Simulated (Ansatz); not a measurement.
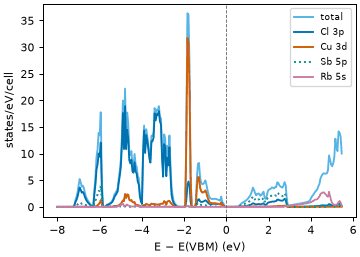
*Total and projected density of states of Rb2CuSbCl6 in space group Fm-3m (No. 225; Rb on 8c, Cu on 4b, Sb on 4a, Cl on 24e), the program Ansatz at the LDA level (PAW)*

Problem. Which orbitals carry the states next to the gap?

Solution. Top 1 eV of the valence band: Cu 3d 52 %, Cl 3p 33 %, Sb 5s 6 %, Sb 5p 5 %. Bottom 1 eV of the conduction band: Sb 5p 54 %, Cl 3p 17 %, Cu 4s 11 %, Cl 3s 7 %, outside the projected shells 7 %. Projections are on Löwdin-orthogonalised atomic valence shells; empty p or d shells of many metals are not among them.

Problem. Where is the tallest occupied peak in this window, and what makes it?

Solution. Near -1.8 eV, about 36 states/eV per cell; the largest projected share is Cu 3d.

The workflow started from a Materials Project entry (that database holds measured and hypothetical structures alike); the Crystallography Open Database copy checked does not list it. Whether it is the stable phase at ambient conditions was not checked. Symmetry was held in the LDA relaxation; phonons on a q-mesh show weakly imaginary modes. No spin polarisation was allowed. Scalar-relativistic: spin–orbit coupling is off unless named, which matters more the heavier the elements.

Potentials: the later of the program's two PAW sets.
